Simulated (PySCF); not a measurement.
## Electronic structure of H₆O₃Tl (charge +3) in real space

Input

```
mol = gto.M(atom='''
Tl    -0.00000     0.00000    -0.00000
O      2.16521    -0.03169    -0.00000
H      2.70746    -0.22009     0.80957
H      2.70746    -0.22009    -0.80957
O     -1.05516     1.89097     0.00000
H     -1.16312     2.45478     0.80957
H     -1.16312     2.45478    -0.80957
O     -1.11005    -1.85928     0.00000
H     -1.54434    -2.23468     0.80957
H     -1.54434    -2.23468    -0.80957''',
    basis={'Tl': 'def2-SVP', 'O': 'def2-SVP', 'H': 'def2-SVP'},
    ecp={'Tl': 'def2-SVP'},
    charge=3, spin=0)
mf = dft.RKS(mol, xc='PBE0')
mf.grids.atom_grid = (75, 302)  # f atoms: at least (60, 302), unpruned
mf = mf.density_fit()  # Tl def2-universal-JKFIT, O def2-universal-JKFIT, H def2-universal-JKFIT
mf.conv_tol = 1e-09; mf.max_cycle = 55
mf.kernel(dm0)
```

Run with:

```sh
OMP_NUM_THREADS=2 python run.py
```

Core potentials replace the inner electrons of Tl.

Computed with PySCF, RKS PBE0, Tl def2-SVP with ECP60, O def2-SVP, H def2-SVP; non-relativistic Hamiltonian with scalar-relativistic core potentials where named; density fitting.

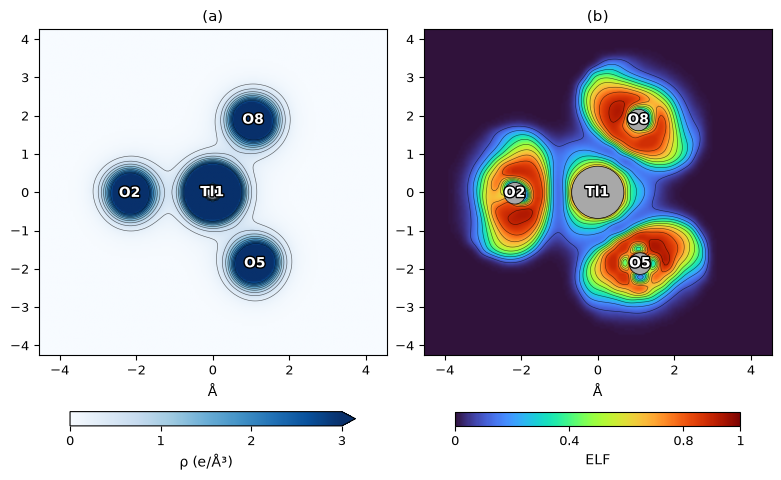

Figure 1. (a) electron density; (b) electron localisation function on the plane of atoms O5, Tl1 and O8. Grey discs cover the atomic cores in the ELF map.

### What do the fields say about this system?

Atoms in the plane: Tl and O.
Tl–O (2.17 Å): the density is about 0.57 e/Å³ at the midpoint; the ELF peaks at about 0.85 in the valence shell of O, 0.6 Å from its nucleus, and drops to about 0.15 between the two atoms.
The ELF also peaks beside O5, O2 and O8, away from the bonds: lone-pair regions.

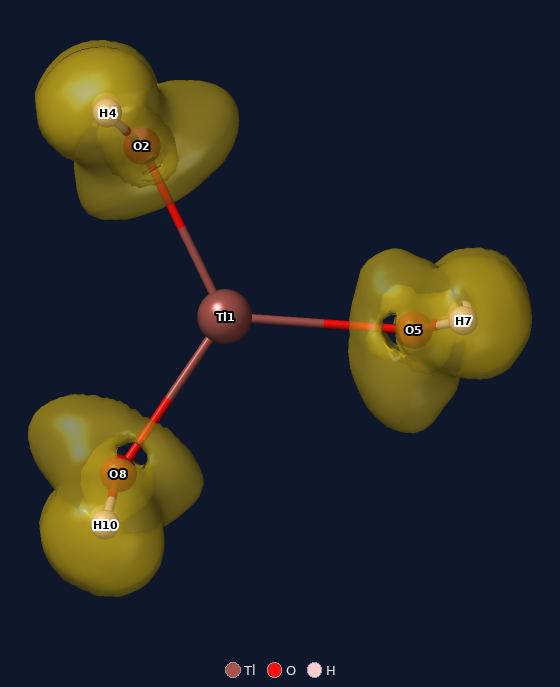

Figure 2. Isosurface of the electron localisation function at 0.75 (yellow), seen at a tilt. Only the valence region is drawn (cores and ρ < 0.01 e/Å³ removed).

### What do the ELF domains correspond to?

The ELF exceeds this value in three joined regions spread over several atoms (H, O), in which their bonds and any lone pairs are merged. Along the contacts the grid gives the following. O–H (0.99 Å): the ELF climbs to about 1 towards the hydrogen, as it does in any bond to H (a covalent bond by its length).

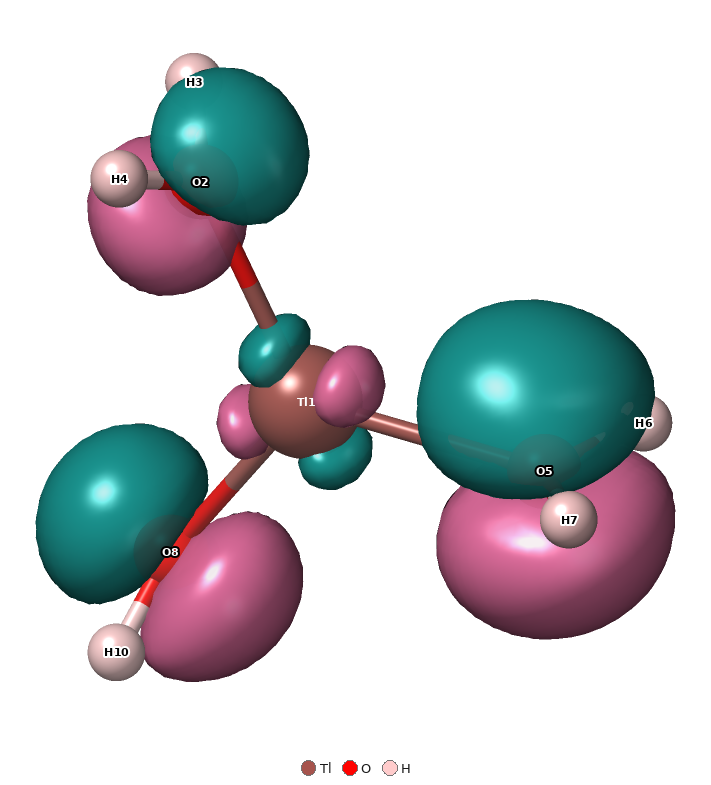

Figure 3. The HOMO at ±0.1 Å⁻³ᐟ² (teal and pink are the two phases), seen at a tilt.

### What is the character of this orbital?

It lies mainly on O5 (about 55 %), O2 (about 15 %) and O8 (about 15 %); largely a combination of lone pairs on O5, O2 and O8. It is one of a degenerate set, so its orientation is arbitrary. Its energy is −26.34 eV.

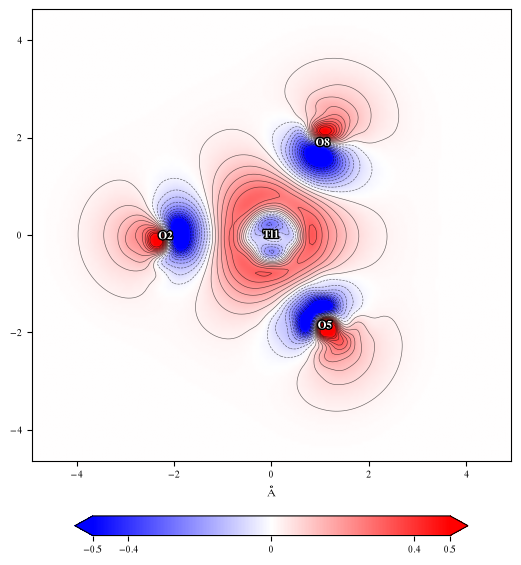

Figure 4. The LUMO on the plane of atoms O2, Tl1 and O5 (values in Å⁻³ᐟ²; the overall sign is arbitrary).

### What is the character of this orbital?

It lies mainly on Tl1 (about 55 %), O2 (about 15 %), O8 (about 15 %) and O5 (about 15 %). Its energy is −21.44 eV.
